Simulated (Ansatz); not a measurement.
The calculation's input:

```
crystal:
  periodic: [false, false, false]
  atoms:
    - {symbol: In, position_ang: [0.544496, -1.632630, -3.607026]}
    - {symbol: O, position_ang: [-1.380370, -1.966264, -2.239287]}
    - {symbol: O, position_ang: [-0.896575, 0.160662, -0.697500]}
    - {symbol: O, position_ang: [1.082482, 0.028547, -2.539006]}
    - {symbol: Si, position_ang: [-1.930151, -1.068217, -0.884047]}
    - {symbol: Si, position_ang: [0.537062, 0.862809, -1.270416]}
    - {symbol: H, position_ang: [-1.932279, -2.709563, -2.510167]}
    - {symbol: H, position_ang: [-3.310703, -0.609147, -1.197946]}
    - {symbol: H, position_ang: [-1.935571, -1.990136, 0.284216]}
    - {symbol: H, position_ang: [0.175027, 2.270716, -1.606797]}
    - {symbol: H, position_ang: [1.475197, 0.842565, -0.109652]}
    - {symbol: H, position_ang: [1.443103, -3.015254, -3.114829]}
    - {symbol: H, position_ang: [-0.272148, -1.210914, -5.062110]}
basis:
  gaussian:
    orbitals: def2-SVPD
magnetization:
  spin_polarized: false
output:
  forces: true
  orbitals: {seedname: orbitals}
hamiltonian:
  xc: pbe0
```

Run with:

```sh
ansatz run input.yaml --threads 2 --pin off --max-ram 6090MiB --events-out events.jsonl --progress --plain --runs-dir runs
```

Geometry: PBE0-D4/def2-SVP; core potentials replace the inner electrons of In.

Theory: isolated molecule in a Gaussian basis; Kohn-Sham density functional theory, functional PBE0 (Ansatz).

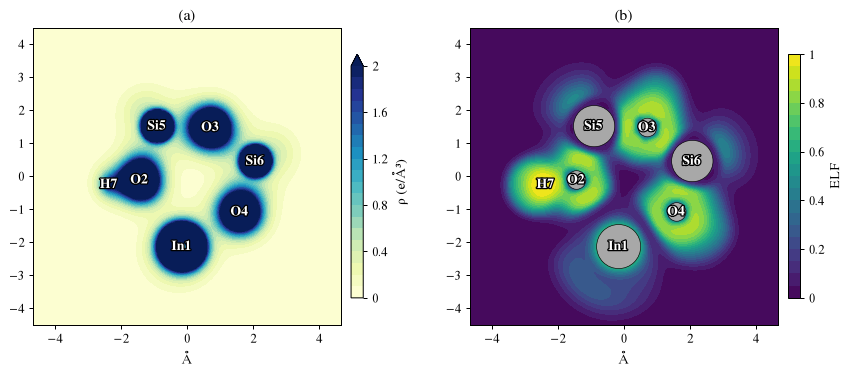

H₇InO₃Si₂. (a) electron density; (b) electron localisation function on the plane of atoms O3, Si6 and O4. Grey discs cover the atomic cores in the ELF map.

Read the bonding off the picture.

The section cuts through In, O, Si and H sites. Si–O (1.61 Å): the density is about 1.2 e/Å³ at the midpoint; the ELF peaks at about 0.85 between the atoms: a short, strongly polar bond. In–O (2.05 Å): ρ at the midpoint is about 0.6 e/Å³; the ELF peaks at about 0.85 in the valence shell of O, 0.6 Å from its nucleus, and drops to about 0.10 between the two atoms. O–H (0.96 Å): ρ at the midpoint is about 3.7 e/Å³; the ELF climbs to about 1 towards the hydrogen, as it does in any bond to H; a covalent bond by its length. Si–O (1.70 Å): ρ is about 0.95 e/Å³ halfway; the ELF peaks at about 0.85 between the atoms: a polar covalent bond. The ELF also peaks beside O4 and O3, away from the bonds: lone-pair regions.
